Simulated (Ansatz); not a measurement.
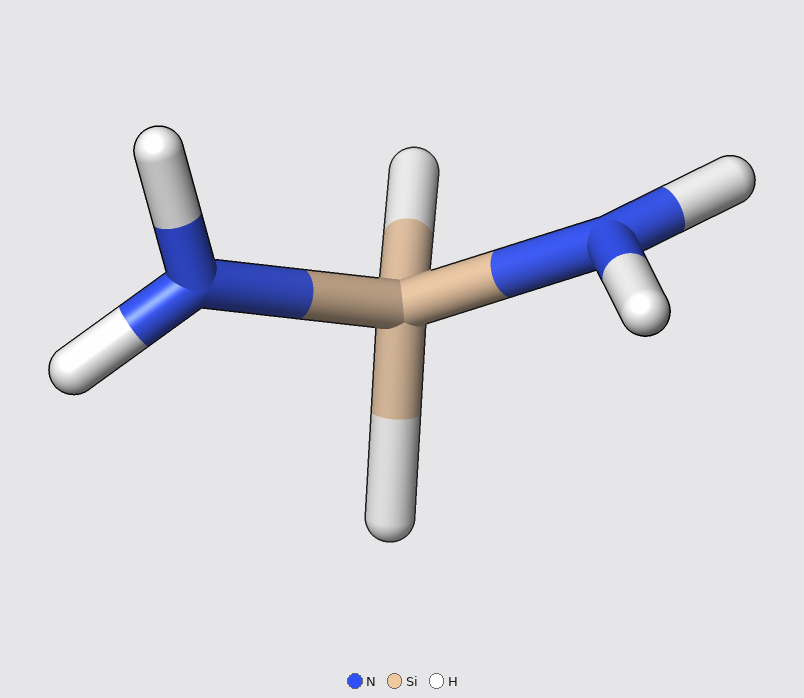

The geometry was computed by an optimisation with PBE0-D4/def2-TZVP. No frequency run is at hand to confirm it as a minimum.

Draw it as a skeletal formula.

SMILES: N[SiH2]N

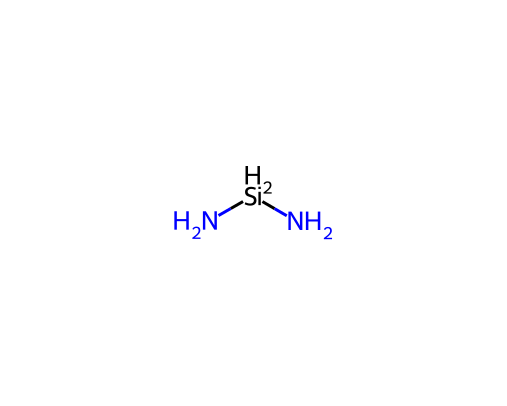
